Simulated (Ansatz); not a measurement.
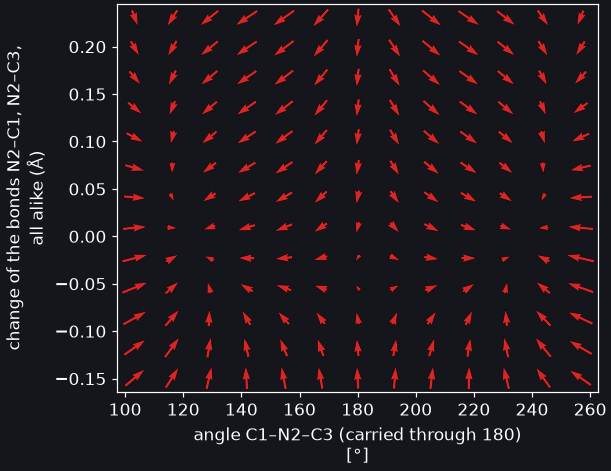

C3H4N2, SMILES CN=C=C=N. Coordinates scanned: (1) angle C1–N2–C3 (carried through 180); (2) change of the bonds N2–C1, N2–C3, all alike. Nothing is relaxed (all other coordinates rigid). Grid: 13 × 13 points. Points are written as (first, second). All numbers below come from Ansatz 0.2.0, RKS PBE-D4/def2-SVP.

The picture shows arrows along the force (downhill), their lengths compressed.

The arrows alone are given. Where are the wells?

The arrows converge at about (121°, 0.000 Å); about (239°, 0.00 Å) (4.6 kcal/mol up) (read from the interpolated surface).

The energy map of the same scan:

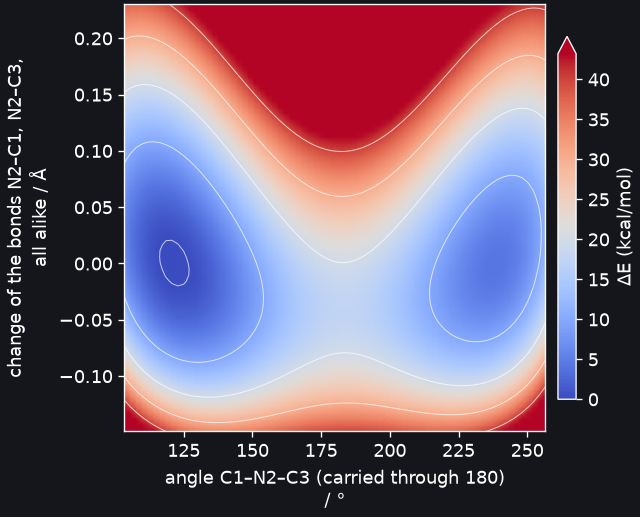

Energies are in kcal/mol, from the lowest grid point; between grid points the surface is interpolated.
